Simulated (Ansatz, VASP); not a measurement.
# Bi (Bismuth) in two plane-wave programs, part 2 of 2

Aim: how closely do two programs agree when they are given the same cell, functional and k mesh?  The cell comes out of the VASP series on this material, whose earlier steps may have relaxed, scaled or displaced it; both programs get it as it stands.

VASP 6.6.1 and Ansatz 0.2.0.

So far. Step 2 (VASP: single point, PBEsol): The run ends at a pressure of 0.06 GPa, with forces up to 0.11 eV/Å. Step 3 (Ansatz: single point, PBEsol): The run ends at a pressure of 0.14 GPa, with forces up to 0.099 eV/Å.

**6. VASP: band structure, PBEsol, spin-orbit coupling**

Level of this step: PBEsol, spin-orbit coupling; plane waves and PAW (Bi_d) (VASP).

The same cell, functional, mesh and smearing now go to VASP, with its own data sets and cutoff.

Input file INCAR:

```
SYSTEM = Bi
PREC = Accurate
ENCUT = 400
EDIFF = 1E-06
NELM = 100
ISMEAR = 1
SIGMA = 0.2
LREAL = .FALSE.
ALGO = Normal
GGA = PS
LNONCOLLINEAR = .TRUE.
MAGMOM = 0 0 0 0 0 0
NBANDS = 42
GGA_COMPAT = .FALSE.
LASPH = .TRUE.
LSORBIT = .TRUE.
LORBIT = 11
LWAVE = .FALSE.
LCHARG = .FALSE.
KPAR = 2
```

Input file POSCAR:

```
Bi
1.0
    2.2569148546      1.3030303989      3.9243476710
   -2.2569148546      1.3030303989      3.9243476710
    0.0000000000     -2.6060607977      3.9243476710
Bi
2
Direct
    0.2349557539      0.2349557539      0.2349557539
    0.7650442461      0.7650442461      0.7650442461
```

Input file KPOINTS:

```
Automatic mesh
0
Gamma
5 5 5
0 0 0
```

Input file KPOINTS_OPT:

```
Line mode
16
Line-mode
Reciprocal
  0.00000000   0.00000000   0.00000000 GAMMA
  0.50000000   0.00000000   0.00000000 L

  0.50000000   0.00000000   0.00000000 L
  0.50000000   0.24016591  -0.24016591 B1

  0.75983409   0.50000000   0.24016591 B
  0.50000000   0.50000000   0.50000000 Z

  0.50000000   0.50000000   0.50000000 Z
  0.00000000   0.00000000   0.00000000 GAMMA

  0.00000000   0.00000000   0.00000000 GAMMA
  0.37008296   0.00000000  -0.37008296 X

  0.62991704   0.37008296   0.00000000 Q
  0.50000000   0.50000000   0.00000000 F

  0.50000000   0.50000000   0.00000000 F
  0.62991704   0.62991704   0.24016591 P1

  0.62991704   0.62991704   0.24016591 P1
  0.50000000   0.50000000   0.50000000 Z

  0.50000000   0.00000000   0.00000000 L
  0.75983409   0.37008296   0.37008296 P
```

Potentials, in the order of the species: Bi_d (PBE family, release 64).

The run is started by

```sh
mpirun -np 2 vasp_ncl
```

Numbers of over 12 decimals in the logs are rounded to 6 here.

Log:

```text
[banner, memory and clock lines left out]
running    2 mpi-ranks, on    1 nodes
[...]
[... a notice as in an earlier step ...]

 LDA part: xc-table for (Slater+PW92), standard interpolation
 POSCAR, INCAR and KPOINTS ok, starting setup
[...]
entering main loop
       N       E                     dE             d eps       ncg     rms          rms(c)
DAV:   1     0.332531008098E+03    0.33253E+03   -0.13593E+04  1596   0.148E+03
DAV:   2     0.290006843211E+02   -0.30353E+03   -0.29556E+03  1596   0.445E+02
DAV:   3    -0.837211885375E+01   -0.37373E+02   -0.36533E+02  1844   0.179E+02
DAV:   4    -0.101645368717E+02   -0.17924E+01   -0.17844E+01  1884   0.421E+01
[...]
DAV:   9    -0.102432993766E+02    0.23719E-06   -0.24682E-04  2166   0.153E-01    0.110E-02
DAV:  10    -0.102432997373E+02   -0.36077E-06   -0.27690E-05  1816   0.502E-02    0.807E-03
DAV:  11    -0.102432998105E+02   -0.73132E-07   -0.38215E-06  1610   0.140E-02
   1 F= -.10243300E+02 E0= -.10243552E+02  d E =0.756316E-03  mag=    -0.0000    -0.0000    -0.0000
 Start KPOINTS_OPT (optional k-point list driver)
k-point batch [1-19\144]
       N       E                     dE             ncg
DAV:   1     0.626167506832E+03   -0.57041E+04     1604
DAV:   2    -0.510207918466E+04   -0.57282E+04     1644
DAV:   3    -0.583194974504E+04   -0.72987E+03     1792
DAV:   4    -0.586794295057E+04   -0.35993E+02     1874
DAV:   5    -0.586985177657E+04   -0.19088E+01     2276
DAV:   6    -0.586989629784E+04   -0.44521E-01     2286
DAV:   7    -0.586989718485E+04   -0.88702E-03     2354
DAV:   8    -0.586989721004E+04   -0.25190E-04     2380
DAV:   9    -0.586989721045E+04   -0.40895E-06     1306
[...]
k-point batch [134-144\144]
       N       E                     dE             ncg
DAV:   1     0.554880229892E+04   -0.80299E+04      932
DAV:   2     0.218588082561E+04   -0.33629E+04      924
DAV:   3     0.178212274618E+04   -0.40376E+03     1070
DAV:   4     0.176356257025E+04   -0.18560E+02     1088
DAV:   5     0.176251867169E+04   -0.10439E+01     1256
DAV:   6     0.176249100354E+04   -0.27668E-01     1298
DAV:   7     0.176249022460E+04   -0.77895E-03     1366
DAV:   8     0.176249021159E+04   -0.13010E-04     1332
DAV:   9     0.176249021134E+04   -0.24624E-06      708
```

From OUTCAR (step 6):

```text
  Total        0.4342779      0.4342779      0.1604335      0.0000000      0.0000000      0.0000000
  in kB       10.0482367     10.0482367      3.7120798      0.0000000      0.0000000      0.0000000
  external PRESSURE =       7.9361844 kB  Pullay stress =       0.0000000 kB

 POSITION                                       TOTAL-FORCE (eV/Angst)
 -----------------------------------------------------------------------------------
      0.00000      0.00000      2.76614         0.000000      0.000000      0.075167
      0.00000      0.00000      9.00690         0.000000     -0.000000     -0.075167
 -----------------------------------------------------------------------------------
    total drift:                               -0.000000     -0.000000      0.000000

  FREE ENERGIE OF THE ION-ELECTRON SYSTEM (eV)
  ---------------------------------------------------
  free  energy   TOTEN  =       -10.2432998105 eV

  energy  without entropy=      -10.2440561263  energy(sigma->0) =      -10.24355192

 magnetization (x)
# of ion       s       p       d       tot
------------------------------------------
    1       -0.000   0.000  -0.000   0.000
    2       -0.000   0.000  -0.000  -0.000
--------------------------------------------------
tot         -0.000   0.000  -0.000   0.000

 magnetization (y)
# of ion       s       p       d       tot
------------------------------------------
    1        0.000   0.000   0.000   0.000
    2        0.000   0.000   0.000   0.000
--------------------------------------------------
tot          0.000   0.000   0.000   0.000

 magnetization (z)
# of ion       s       p       d       tot
------------------------------------------
    1        0.000   0.000   0.000   0.000
    2        0.000   0.000   0.000   0.000
--------------------------------------------------
tot          0.000   0.000   0.000   0.000

[... 1 part as in an earlier step ...]

[... 2 further parts left out ...]
[key lines of the parts left out:]
E-fermi :   6.2951
```

The run ends at a pressure of 0.79 GPa, with forces up to 0.075 eV/Å.

**7. Comparison**

What differs besides the data sets and the points named for the pairs above, as far as they apply: spin-orbit coupling enters by fully relativistic files in Ansatz and inside the spheres in VASP. Total energies have different zeros and are not compared.

Both answers:

| quantity | Ansatz | VASP | difference |
| --- | --- | --- | --- |
| pressure (GPa) | 0.97 | 0.79 | +0.18 |

Forces (eV/Å; atoms numbered as in POSCAR):

| atom | Ansatz x, y, z | VASP x, y, z |
| --- | --- | --- |
| Bi1 | 0.000, 0.000, 0.070 | 0.000, 0.000, 0.075 |
| Bi2 | 0.000, 0.000, -0.070 | 0.000, 0.000, -0.075 |

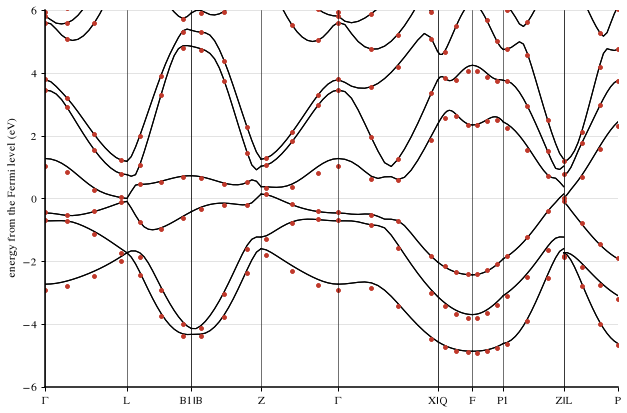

Bands from VASP (lines) and levels from Ansatz (dots). Dots without a line are higher empty bands that the VASP plot leaves out.

The forces differ by 3.2 meV/Å r.m.s., which is 7.4 % of the r.m.s. force of 0.04 eV/Å (both taken over all components). Levels from 3 eV below to 2 eV above the Fermi level differ by 84 meV r.m.s. and 224 meV at most; each VASP level is matched to the nearest of Ansatz, which flatters the figure a little.

**8. Further runs**

The difference is large enough to ask for its cause, so further runs change the set-up of one program at a time, as the table lists.

| run | r.m.s. difference of levels near the Fermi level (meV) |
| --- | --- |
| as above | 84 |
| cores kept as stored, as VASP does, whose cores stay as stored | 84 |
| Ansatz's larger PAW set (cutoff 600 eV) | 84 |
| norm-conserving potentials (cutoff 898 eV) | 84 |

**9. Outcome**

* r.m.s. force difference (single point, PBEsol): 4.1 meV/Å
* r.m.s. difference of levels near the Fermi level (band structure, PBEsol, spin-orbit coupling): 84 meV

The r.m.s. difference of levels near the Fermi level is 84 meV (band structure, PBEsol, spin-orbit coupling), beyond the 80 meV picked in this series as the mark of a large difference. For band structure, PBEsol, spin-orbit coupling: no further run halves the r.m.s. difference of levels near the Fermi level; only Ansatz's side was varied, and Ansatz's runs with other potentials lie closer to each other than to VASP, which for this quantity points to VASP's side; this was not tested here. Differences of this kind measure data sets and numerical settings, not the functional's error against experiment.

[Lines on the potential files, build, host, timing and source positions are cut from VASP's logs without a mark.]

[Logs are printed without paths, hosts, clocks, repeated set-up lines and the standing remarks that a program may print on its own settings, such as how far it seeks lower states.]

[Hosts, paths, dates, database ids (printed as entryN), source tags and the programs' standing remarks are cut or masked in the printed files.]
